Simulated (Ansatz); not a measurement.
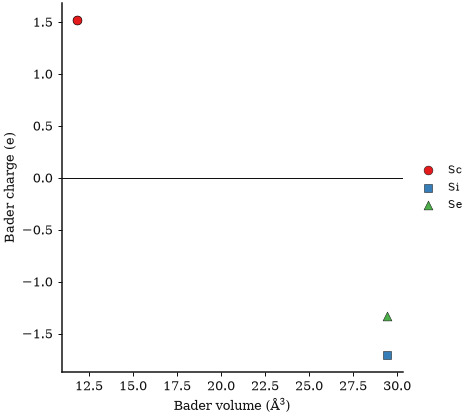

Bader charges of the atoms (positive: electrons lost), against the volumes of their basins.

This input was run:

```
crystal:
  lattice:
    - [1.9205473185, 1.1088285114, 6.4555212182]
    - [-1.9205473185, 1.1088285114, 6.4555212182]
    - [0.0, -2.2176570227, 6.4555212182]
  atoms:
    - { symbol: Sc, position: [0.245654588, 0.245654588, 0.245654588] }
    - { symbol: Sc, position: [0.754345412, 0.754345412, 0.754345412] }
    - { symbol: Si, position: [0.5, 0.5, 0.5] }
    - { symbol: Se, position: [0.0, 0.0, 0.0] }
basis:
  ecutwfc: 420
kpoints:
  mp_grid: { grid: [12, 12, 12] }
  band_path:
    path:
      - [[0.0, 0.0, 0.0], [0.5, 0.5, 0.5], [0.81366467, 0.18633533, 0.5]]
      - [[0.5, -0.18633533, 0.18633533], [0.5, 0.0, 0.0], [0.0, 0.0, 0.0], [0.34316767, -0.34316767, 0.0]]
      - [[0.65683233, 0.0, 0.34316767], [0.5, 0.0, 0.5], [0.0, 0.0, 0.0]]
    npoints: 14
hamiltonian:
  xc: pbe
scf:
  occupations: { method: gaussian, width: 0.1 }
  n_extra_bands: 10
output:
  forces: true
  stress: true
  eigenvalues: true
  populations: true
  dos: { projected: true, de: 0.02, nscf_kmesh: { grid: [15, 15, 15] } }
  bader: true
  write_density: true
  write_potential: true
  elf: true
  volumetric_format: npy
```

Command:
```bash
ansatz run input.yaml --threads 1 --pin off --max-ram 2560MiB --backend cpu --events-out ev --progress --plain --runs-dir out
```

Q: Which way does charge flow, and how much?

A: The Bader charges are Sc +1.52 e, Se −1.33 e and Si −1.71 e. Summed over the cell, Sc gives up most (3.0 e) and Si takes most (1.7 e).

Q: Which atoms take the most room?

A: Si has the largest basins, 29.4 Å³ on average, and Sc the smallest, 11.8 Å³.

The structure is an invented one, so it need not be a known or stable phase.
